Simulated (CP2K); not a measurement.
**InHClOF (SMILES [OH][In]([F])[Cl]): GFN1-xTB**

What is the vertical electron affinity of InHClOF at GFN1-xTB? 

Program for the calculation: CP2K 2026.2.

1 further run of the same task is left out (it didn't finish).

**1. The structure to begin with**

InHClOF: 5 atoms, total charge 0, spin state singlet. SMILES: `[OH][In]([F])[Cl]`. The shape comes from GFN2-xTB, which is rough for such elements, and wasn't checked as a minimum. This is one conformer, not always the lowest.

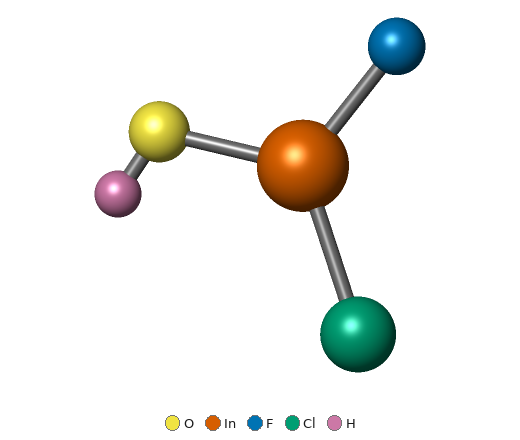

Viewed from a chosen angle; oxygen yellow, indium orange, fluorine blue, chlorine teal, hydrogen pink.

**2. Energy and gradient at GFN1-xTB**

Contents of molecule.inp:

```
&GLOBAL
  PROJECT molecule
  RUN_TYPE ENERGY_FORCE
  PRINT_LEVEL MEDIUM
&END

&FORCE_EVAL
  METHOD QS
  &DFT
    &QS
      METHOD XTB
      EPS_DEFAULT 1.0E-10
      &XTB
        GFN_TYPE TBLITE
        &TBLITE
          METHOD GFN1
        &END
        CHECK_ATOMIC_CHARGES F
      &END
    &END
    &POISSON
      PERIODIC NONE
      POISSON_SOLVER ANALYTIC
    &END
    &SCF
      SCF_GUESS ATOMIC
      EPS_SCF 1.0E-06
      MAX_SCF 150
      ADDED_MOS 2
      &DIAGONALIZATION
        ALGORITHM STANDARD
      &END
      &MIXING
        METHOD DIRECT_P_MIXING
        ALPHA 0.4
      &END
    &END
    &PRINT
      &MOMENTS
        PERIODIC F
        REFERENCE COM
        MAX_MOMENT 1
      &END
      &MO ON
        ENERGIES T
        OCCUPATION_NUMBERS T
        NDIGITS 6
        &EACH
          QS_SCF 0
        &END
        ADD_LAST NUMERIC
      &END
      &HIRSHFELD OFF
      &END
    &END
  &END
  &SUBSYS
    &CELL
      ABC 15 15.4 14.2
      PERIODIC NONE
    &END
    &COORD
      O      0.279710     1.475210     0.254020
      In     0.142860    -0.454260     0.085480
      F      1.516150    -1.480460     1.021500
      Cl    -1.513230    -1.451190    -1.133500
      H     -0.425500     1.910700    -0.227490
    &END
    &TOPOLOGY
      &CENTER_COORDINATES
      &END
    &END
  &END
  &PRINT
    &FORCES ON
    &END
  &END
&END
```

Command:

```console
$ OMP_NUM_THREADS=1 cp2k.psmp -i molecule.inp -o molecule.out
```

The program printed:

```text
CP2K| version string:                                       CP2K version 2026.2
[...]
 GLOBAL| Method name                                                        CP2K
[...]
 GLOBAL| Run type                                                   ENERGY_FORCE
[...]
                             - Atoms:                                          5
[...]
                             - Spherical basis functions:                     28
[...]
 Number of electrons:                                                         24
[...]
  *** SCF run converged in    15 steps ***
[...]
  Fermi energy:                                                -0.33503413974745
[...]
 TB_DIPOLE| Moment [Debye]         -2.67559672       0.74675692      -1.86201159
 TB_DIPOLE| Derivative [a.u.]       0.00000000       0.00000000       0.00000000
[...]
 ENERGY| Total FORCE_EVAL ( QS ) energy [hartree]            -16.197349176650050
 FORCES| Atomic forces [hartree/bohr]
 FORCES|   Atom     x               y               z               |f|
 FORCES|      1  1.77699380E-03  2.80543487E-03  1.37049533E-03   3.59255190E-03
 FORCES|      2  1.33566796E-02 -1.04419867E-02  9.08251448E-03   1.92335136E-02
 FORCES|      3 -1.20917307E-02  7.63183228E-03 -8.29387270E-03   1.65300677E-02
 FORCES|      4 -1.16355007E-03 -1.55634604E-03 -8.85137470E-04   2.13530563E-03
 FORCES|      5 -1.87839269E-03  1.56106555E-03 -1.27399964E-03   2.75469777E-03
 FORCES| Sum     3.72965547E-17  2.55871713E-17 -3.42607887E-17
 FORCES| Total atomic force                                       5.67409726E-17
[...]
```

Wall time 0.26 s (1 thread of Arm Neoverse V1, shared host).

**3. The doublet anion at the same level**

Contents of calc.inp:

```
&GLOBAL
  PROJECT calc
  RUN_TYPE ENERGY_FORCE
  PRINT_LEVEL MEDIUM
&END GLOBAL

&FORCE_EVAL
  METHOD QUICKSTEP
  &DFT
    CHARGE -1
    MULTIPLICITY 2
    UNRESTRICTED_KOHN_SHAM T
    &QS
      METHOD XTB
      EPS_DEFAULT 1.0E-10
      &XTB
        GFN_TYPE TBLITE
        &TBLITE
          METHOD GFN1
        &END TBLITE
        CHECK_ATOMIC_CHARGES F
      &END XTB
    &END QS
    # cluster boundary conditions
    &POISSON
      PERIODIC NONE
      POISSON_SOLVER ANALYTIC
    &END POISSON
    # self-consistent field
    &SCF
      SCF_GUESS ATOMIC
      EPS_SCF 1.0E-06
      MAX_SCF 150
      ADDED_MOS 8
      &DIAGONALIZATION
        ALGORITHM STANDARD
      &END DIAGONALIZATION
      &MIXING
        METHOD DIRECT_P_MIXING
        ALPHA 0.4
      &END MIXING
    &END SCF
    &PRINT
      &MOMENTS
        PERIODIC F
        REFERENCE COM
        MAX_MOMENT 1
      &END MOMENTS
      &MO ON
        ENERGIES T
        OCCUPATION_NUMBERS T
        NDIGITS 6
        &EACH
          QS_SCF 0
        &END EACH
        ADD_LAST NUMERIC
      &END MO
      &HIRSHFELD OFF
      &END HIRSHFELD
    &END PRINT
  &END DFT
  # atoms, cell and kinds
  &SUBSYS
    &CELL
      ABC 15 15.4 14.2
      PERIODIC NONE
    &END CELL
    &COORD
      O      0.279710     1.475210     0.254020
      In     0.142860    -0.454260     0.085480
      F      1.516150    -1.480460     1.021500
      Cl    -1.513230    -1.451190    -1.133500
      H     -0.425500     1.910700    -0.227490
    &END COORD
    &TOPOLOGY
      &CENTER_COORDINATES
      &END CENTER_COORDINATES
    &END TOPOLOGY
  &END SUBSYS
  # extra output
  &PRINT
    &FORCES ON
    &END FORCES
  &END PRINT
&END FORCE_EVAL
```

Command:

```console
$ OMP_NUM_THREADS=1 cp2k.psmp calc.inp > calc.out
```

The program printed:

```text
CP2K| version string:                                       CP2K version 2026.2
[...]
 GLOBAL| Method name                                                        CP2K
[...]
 GLOBAL| Run type                                                   ENERGY_FORCE
[...]
                             - Atoms:                                          5
[...]
                             - Spherical basis functions:                     28
[...]
 Number of electrons:                                                         13
[...]
  *** SCF run converged in    12 steps ***
[...]
  Fermi energy:                                                -0.10863887066565
[...]
 TB_DIPOLE| Moment [Debye]         -1.31884245       0.81644797      -0.89203703
 TB_DIPOLE| Derivative [a.u.]       0.00000000       0.00000000       0.00000000
[...]
 ENERGY| Total FORCE_EVAL ( QS ) energy [hartree]            -16.404083196125619
 FORCES| Atomic forces [hartree/bohr]
 FORCES|   Atom     x               y               z               |f|
 FORCES|      1  4.35812040E-03  7.99974722E-02  5.98377082E-03   8.03392449E-02
 FORCES|      2  3.11628080E-02 -9.89001399E-03  2.22785528E-02   3.95634541E-02
 FORCES|      3  3.79777629E-02 -2.85420681E-02  2.58058490E-02   5.40638694E-02
 FORCES|      4 -7.26583137E-02 -4.09188255E-02 -5.34383779E-02   9.90416128E-02
 FORCES|      5 -8.40377651E-04 -6.46564644E-04 -6.29794793E-04   1.23325663E-03
 FORCES| Sum     2.00577402E-17  9.64939934E-18  1.98408998E-17
 FORCES| Total atomic force                                       2.98175310E-17
[...]
```

Wall time 0.26 s (1 thread of Arm Neoverse V1, shared host).

**4. Outcome**

Level: GFN1-xTB.

| quantity | value |
| --- | --- |
| singlet InHClOF: total energy | -16.19735 Eh |
| singlet InHClOF: dipole moment (from atomic charges alone) | 3.34 D |
| singlet InHClOF: HOMO energy | -12.76 eV |
| singlet InHClOF: LUMO energy | -8.22 eV |
| singlet InHClOF: HOMO–LUMO gap | 4.54 eV |
| singlet InHClOF: largest force on an atom | 0.989 eV/Å |
| doublet anion: total energy | -16.40408 Eh |
| doublet anion: HOMO energy (highest over α and β) | -3.09 eV |
| doublet anion: LUMO energy (lowest over α and β) | -2.82 eV |
| doublet anion: largest force on an atom | 5.093 eV/Å |
| vertical electron affinity (to the doublet anion) | 5.626 eV |

At fixed nuclei the extra electron is bound by 5.63 eV (543 kJ/mol). The largest force (singlet InHClOF) is 0.99 eV/Å: the shape isn't a stationary point for this species at this level. A minimal valence basis can't be trusted even for the sign of an electron affinity. No empirical shift is applied, and without it xTB methods put this difference several eV too high. The dipole (singlet InHClOF) comes from point charges on the atoms alone, without atomic dipoles, so it is partial.
